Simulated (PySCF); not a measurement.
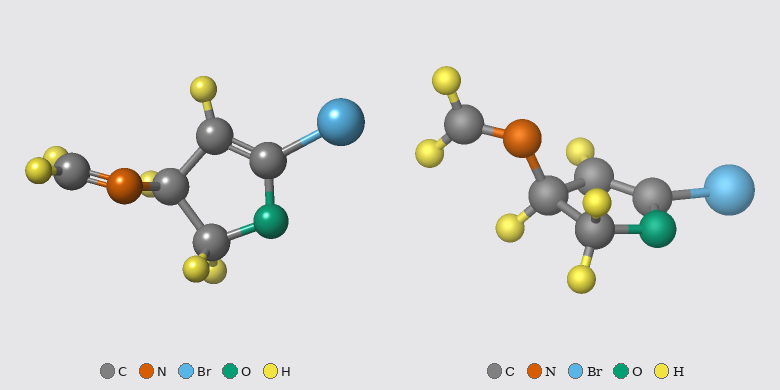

Two views of one molecule.

Computed geometry: GFN2-xTB optimisation. No frequency run is at hand to confirm it as a minimum.

**Give the formula.**

C5H6BrNO, 14 atoms: 5 carbon, 6 hydrogen, 1 bromine, 1 nitrogen and 1 oxygen.

**Name functional groups in it.**

Among them: ether, alkene, imine, C–Br bond.

**What is its SMILES?**

C=N[C@H]1C=C(Br)OC1

**What is the point group of this geometry?**

C1.

The parts below concern this one geometry. Atoms keep their numbers from picture to picture.

Shape

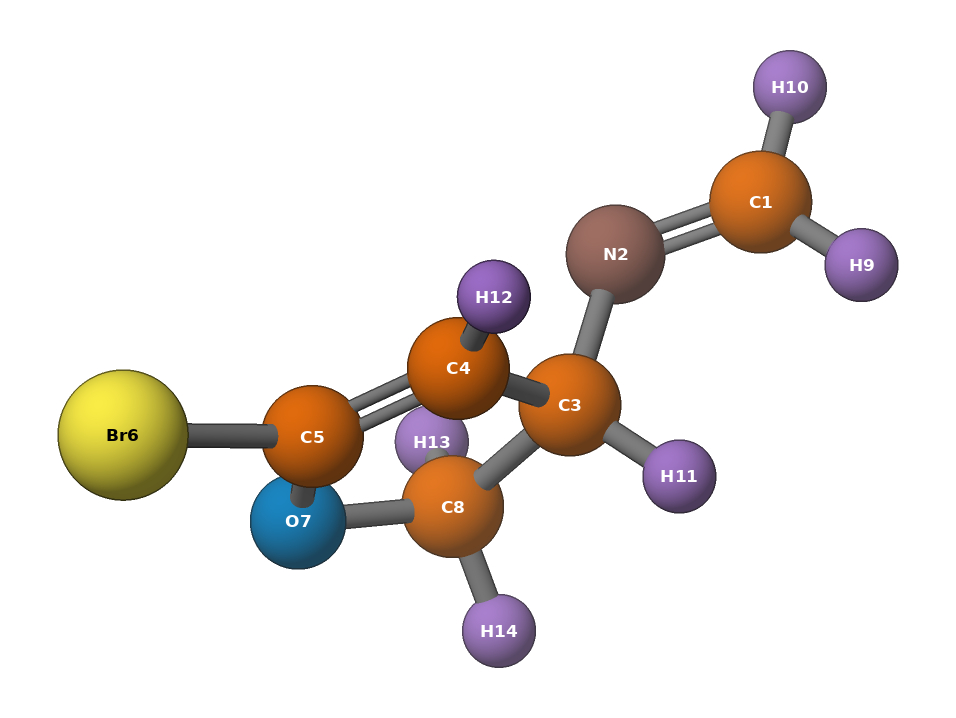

The atoms are numbered. No frequency run is at hand to confirm it as a minimum.

**What is the geometry at C8?**

C8 has 4 neighbours (C3 at 1.55, O7 at 1.43, H13 at 1.09, H14 at 1.09 Å); the arrangement is tetrahedral.

**How are the neighbours of atom 3 arranged?**

C3 has 4 neighbours (N2 at 1.44, C4 at 1.51, C8 at 1.55, H11 at 1.11 Å); the arrangement is tetrahedral.

**How are the neighbours of atom 4 arranged?**

C4 has 3 neighbours (C3 at 1.51, C5 at 1.33, H12 at 1.07 Å); the arrangement is trigonal planar.

**What is the geometry at N2?**

N2 has 2 neighbours (C1 at 1.25, C3 at 1.44 Å); the arrangement is bent.

**Which bond is the longest?**

C5–Br6, 1.865 Å.

**What is the dihedral angle N2–C3–C4–C5?**

116° in size, that is anticlinal.

Electronic properties

No frequency run is at hand to confirm it as a minimum. Level of theory: B3LYP/pcJ-1 (pcSseg-1 on Br), gas phase (PySCF 2.14.0).

**Give the HOMO energy (Kohn–Sham orbital) at this level.**

−6.35 eV.

**What is the HOMO–LUMO gap?**

5.45 eV.

**Estimate the dipole moment.**

2.97 D.

Spin–spin coupling

No frequency run is at hand to confirm it as a minimum. Properties computed with B3LYP/pcJ-1 (pcSseg-1 on Br) indirect spin-spin coupling, non-relativistic, gas phase (PySCF 2.14.0). Isotopes: 13C, 1H, 15N, 17O.

Give the spin–spin coupling constants of these pairs, with the number of bonds between them: C1/N2, N2/C3, N2/H10, N2/H11, N2/H14, N2/C5, N2/H12, N2/H13.

```
   pair  bonds apart  J (Hz)
 C1, N2            1    −7.5
 N2, C3            1     2.2
N2, H10            2   −11.2
N2, H11            2     0.7
N2, H14            3    −4.0
 N2, C5            3    −1.5
N2, H12            3    −0.7
N2, H13            3    −5.1
```

Quadrupole coupling

No frequency run is at hand to confirm it as a minimum. Electric field gradients from the ground-state density, B3LYP/pcJ-1 (pcSseg-1 on Br) (PySCF 2.14.0), non-relativistic apart from any core potentials.

Give the largest field-gradient component, the quadrupole coupling constant and the asymmetry for 14N at N2 (Q = 20.44 mb), 79Br at Br6 (Q = 313 mb), 17O at O7 (Q = −25.6 mb), 2H at H9 (Q = 2.86 mb), 2H at H10 (Q = 2.86 mb), 2H at H11 (Q = 2.86 mb), 2H at H12 (Q = 2.86 mb).

| atom | V_zz (a.u.) | e²qQ/h (MHz) | η |
| --- | --- | --- | --- |
| N2 | −1.140 | −5.47 | 0.46 |
| Br6 | 8.234 | 605.5 | 0.07 |
| O7 | 1.877 | −11.29 | 0.82 |
| H9 | 0.284 | 0.191 | 0.05 |
| H10 | 0.315 | 0.211 | 0.03 |
| H11 | 0.264 | 0.177 | 0.06 |
| H12 | 0.340 | 0.229 | 0.10 |

The geometry is semi-empirical. Around Br such bond lengths and angles can be off by a tenth of an ångström or more and by several degrees, and values that hang on the shape move with them.
